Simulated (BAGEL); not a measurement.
# triplet GeClF3 at 3 levels

We compute a comparison of 3 runs (UHF/STO-3G, ROHF/6-31G*, UHF/6-31G*) of triplet GeClF3. 

The calculation is run with BAGEL 1.2.2.

6 further runs of the same task are left out: 6 that didn't finish.

## (1) Starting point

GeClF3 has 5 atoms, charge 0, and is taken as a triplet. SMILES of the parent species: `[F][Ge]([F])([F])[Cl]`. Geometry: relaxed at PBE0-D4/def2-TZVP. That shape belongs to the parent species and isn't relaxed for this state.

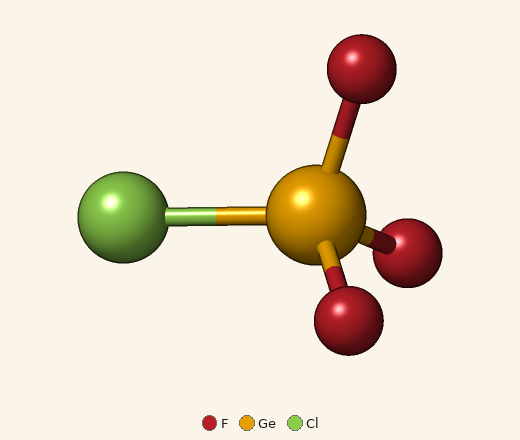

Viewed from a chosen angle; fluorine red, germanium amber, chlorine green.

## (2) The energy at UHF/STO-3G (density fitting with qzvpp-jkfit) (run 1)

Input file calc.json:

```json
{ "bagel": [

{
  "title": "molecule",
  "basis": "sto-3g",
  "df_basis": "qzvpp-jkfit",
  "angstrom": "true",
  "geometry": [
    { "atom": "F", "xyz": [   -1.011200,   -0.526400,    1.272900 ] },
    { "atom": "Ge", "xyz": [    0.010100,   -0.062800,   -0.002300 ] },
    { "atom": "F", "xyz": [    1.569800,   -0.633400,    0.353000 ] },
    { "atom": "F", "xyz": [   -0.522700,   -0.858600,   -1.404800 ] },
    { "atom": "Cl", "xyz": [    0.004000,    2.007500,   -0.260200 ] }
  ]
},
{ "title": "uhf", "nopen": 2 },
{ "title": "print", "file": "orbitals.molden", "orbitals": "true" }

]}
```

Started as:

```bash
$ BAGEL_NUM_THREADS=1 BAGEL calc.json > calc.out
```

The log of the run:

```text
* using 1 threads per process

  ===============================================================
  ===============================================================

  *** Geometry ***

  { "atom" : "F", "xyz" : [     -1.910891,     -0.994752,      2.405432 ] },
  { "atom" : "Ge", "xyz" : [      0.019086,     -0.118675,     -0.004346 ] },
  { "atom" : "F", "xyz" : [      2.966492,     -1.196953,      0.667073 ] },
  { "atom" : "F", "xyz" : [     -0.987760,     -1.622519,     -2.654687 ] },
  { "atom" : "Cl", "xyz" : [      0.007559,      3.793625,     -0.491707 ] },

  Number of auxiliary basis functions:      625

  Since a DF basis is specified, we compute 2- and 3-index integrals:
    o Being stored without compression. Storage requirement is 0.009 GB

  Number of basis functions:       42
  Number of electrons      :       76

    * METHOD: MOLECULE                             0.31

  *** Open-shell HF ***

  === Nuclear Repulsion ===
   531.6716647391

      * DIIS with orbital gradients will be used.

  === UHF iteration (sto-3g) ===
      0      -2799.99249891          0.02640810           0.14
      1      -2800.16000160          0.00912466           0.14
      2      -2800.18496937          0.00313214           0.14
[... 42 lines of this table left out ...]
     45      -2800.20715988          0.00000001           0.13
    * SCF iteration converged.

    * S^2 (UHF) is 2.0167

    * Permanent dipole moment:
           (    0.032075,    -1.271595,     0.163486) a.u.

    * METHOD: UHF                                  6.35

    * METHOD: PRINT                                0.00

  ===============================================================
```

Wall time 6.9 s (1 thread of Arm Neoverse V1, shared host); peak memory 0.096 GiB.

## (3) A single-point energy at ROHF/6-31G(d) (density fitting with qzvpp-jkfit, spherical functions) (run 2)

Input file job.json:

```json
{ "bagel" : [

{
  "title" : "molecule",
  "basis" : "6-31gs.json",
  "df_basis" : "qzvpp-jkfit",
  "angstrom" : true,
  "geometry" : [
    { "atom" : "F", "xyz" : [      -1.011200,      -0.526400,       1.272900 ] },
    { "atom" : "Ge", "xyz" : [       0.010100,      -0.062800,      -0.002300 ] },
    { "atom" : "F", "xyz" : [       1.569800,      -0.633400,       0.353000 ] },
    { "atom" : "F", "xyz" : [      -0.522700,      -0.858600,      -1.404800 ] },
    { "atom" : "Cl", "xyz" : [       0.004000,       2.007500,      -0.260200 ] }
  ]
},

{ "title" : "rohf", "nopen" : 2 },

{ "title" : "print", "file" : "orbitals.molden", "orbitals" : true }

]}
```

The basis set 6-31G* is read from a file made from the Basis Set Exchange's data (not shown).

Started as:

```bash
$ BAGEL_NUM_THREADS=1 BAGEL job.json > job.out
```

The log of the run:

```text
* using 1 threads per process

  ===============================================================
  ===============================================================

  *** Geometry ***

  { "atom" : "F", "xyz" : [     -1.910891,     -0.994752,      2.405432 ] },
  { "atom" : "Ge", "xyz" : [      0.019086,     -0.118675,     -0.004346 ] },
  { "atom" : "F", "xyz" : [      2.966492,     -1.196953,      0.667073 ] },
  { "atom" : "F", "xyz" : [     -0.987760,     -1.622519,     -2.654687 ] },
  { "atom" : "Cl", "xyz" : [      0.007559,      3.793625,     -0.491707 ] },

  Number of auxiliary basis functions:      625

  Since a DF basis is specified, we compute 2- and 3-index integrals:
    o Being stored without compression. Storage requirement is 0.042 GB

  Number of basis functions:       92
  Number of electrons      :       76

    * METHOD: MOLECULE                             0.47

  *** Open-shell HF ***

  === Nuclear Repulsion ===
   531.6716647391

      * DIIS with orbital gradients will be used.

  === ROHF iteration (6-31gs.json) ===
      0      -2832.36523591          0.04355882           0.34
      1      -2832.56673109          0.03332351           0.33
      2      -2832.66920263          0.02191429           0.33
[... 19 lines of this table left out ...]
     22      -2832.74988992          0.00000001           0.34
    * SCF iteration converged.

    * S^2 (ROHF) is 2.0000

    * Permanent dipole moment:
           (    0.014736,    -1.972609,     0.238321) a.u.

    * METHOD: ROHF                                 8.18

    * METHOD: PRINT                                0.02

  ===============================================================
```

Wall time 9 s (1 thread of Arm Neoverse V1, shared host); peak memory 0.18 GiB.

## (4) The energy at UHF/6-31G(d) (density fitting with qzvpp-jkfit, spherical functions) (run 3)

Input file job.json:

```json
{ "bagel": [

{
  "title": "molecule",
  "basis": "6-31gs.json",
  "df_basis": "qzvpp-jkfit",
  "angstrom": true,
  "geometry": [
    { "atom": "F", "xyz": [   -1.011200,   -0.526400,    1.272900 ] },
    { "atom": "Ge", "xyz": [    0.010100,   -0.062800,   -0.002300 ] },
    { "atom": "F", "xyz": [    1.569800,   -0.633400,    0.353000 ] },
    { "atom": "F", "xyz": [   -0.522700,   -0.858600,   -1.404800 ] },
    { "atom": "Cl", "xyz": [    0.004000,    2.007500,   -0.260200 ] }
  ]
},
{ "title": "uhf", "nopen": 2 },
{ "title": "print", "file": "orbitals.molden", "orbitals": true }

]}
```

The basis set 6-31G* is read from a file made from the Basis Set Exchange's data (not shown).

Started as:

```bash
$ BAGEL_NUM_THREADS=1 BAGEL job.json > job.out
```

The log of the run:

```text
* using 1 threads per process

  ===============================================================
  ===============================================================

  *** Geometry ***

  { "atom" : "F", "xyz" : [     -1.910891,     -0.994752,      2.405432 ] },
  { "atom" : "Ge", "xyz" : [      0.019086,     -0.118675,     -0.004346 ] },
  { "atom" : "F", "xyz" : [      2.966492,     -1.196953,      0.667073 ] },
  { "atom" : "F", "xyz" : [     -0.987760,     -1.622519,     -2.654687 ] },
  { "atom" : "Cl", "xyz" : [      0.007559,      3.793625,     -0.491707 ] },

  Number of auxiliary basis functions:      625

  Since a DF basis is specified, we compute 2- and 3-index integrals:
    o Being stored without compression. Storage requirement is 0.042 GB

  Number of basis functions:       92
  Number of electrons      :       76

    * METHOD: MOLECULE                             0.46

  *** Open-shell HF ***

  === Nuclear Repulsion ===
   531.6716647391

      * DIIS with orbital gradients will be used.

  === UHF iteration (6-31gs.json) ===
      0      -2832.36523591          0.04355882           0.34
      1      -2832.57437457          0.03313867           0.35
      2      -2832.67737973          0.02171600           0.35
[... 22 lines of this table left out ...]
     25      -2832.75608332          0.00000001           0.33
    * SCF iteration converged.

    * S^2 (UHF) is 2.0115

    * Permanent dipole moment:
           (    0.015174,    -1.969192,     0.237574) a.u.

    * METHOD: UHF                                  9.22

    * METHOD: PRINT                                0.02

  ===============================================================
```

Run time: 9.9 s. Hardware: 1 thread of Arm Neoverse V1, shared host; peak memory 0.18 GiB.

## (5) All runs side by side

```tsv
run	level	energy (Eh)	dipole moment (D)	⟨S²⟩	wall time
1	UHF/STO-3G (density fitting with qzvpp-jkfit)	-2800.207160	3.26	2.017	6.9 s
2	ROHF/6-31G* (density fitting with qzvpp-jkfit, spherical functions)	-2832.749890	5.05	2.000	9 s
3	UHF/6-31G* (density fitting with qzvpp-jkfit, spherical functions)	-2832.756083	5.04	2.011	9.9 s
```

## (6) What came out

| quantity | value |
| --- | --- |
| run 3: total energy | -2832.75608 Eh |
| run 3: dipole moment | 5.04 D |
| run 3: ⟨S²⟩ | 2.011 |

**Reading.** The dipole moment (its size) runs from 3.26 D (UHF/STO-3G) to 5.05 D (ROHF/6-31G*). The two ends differ in method and basis. In run 1 the basis is minimal, so the values are rough. All runs together took 26 s, the longest 9.9 s.
